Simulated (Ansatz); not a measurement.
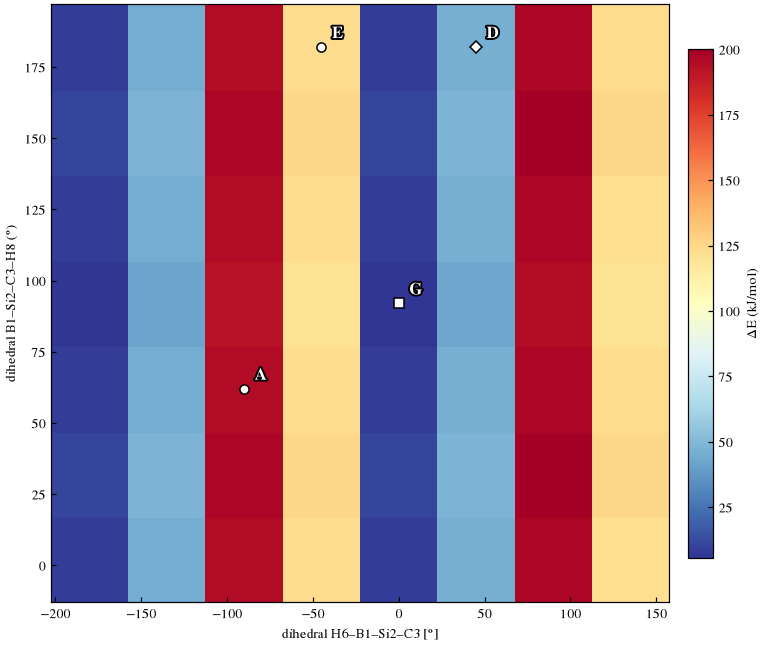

CH₅BBrFSi, SMILES B[Si](C)(F)Br. The first coordinate is: dihedral H6–B1–Si2–C3; the second: dihedral B1–Si2–C3–H8. Nothing is relaxed (all other coordinates rigid). Grid: 8 × 7 points. Points are written as (first, second). Energies: kJ/mol, counted from the relaxed molecule at the same level. Energies and slopes of some neighbouring points disagree (a jump in structure or state, or too coarse a mesh). All numbers below come from Ansatz, RKS PBE0-D4/def2-SVP.

Drawn: one coloured cell a grid point, lettered points.

Question: Rank the lettered points by energy, lowest first.

Answer: G (6 kJ/mol), D (45 kJ/mol), E (123 kJ/mol), A (195 kJ/mol).
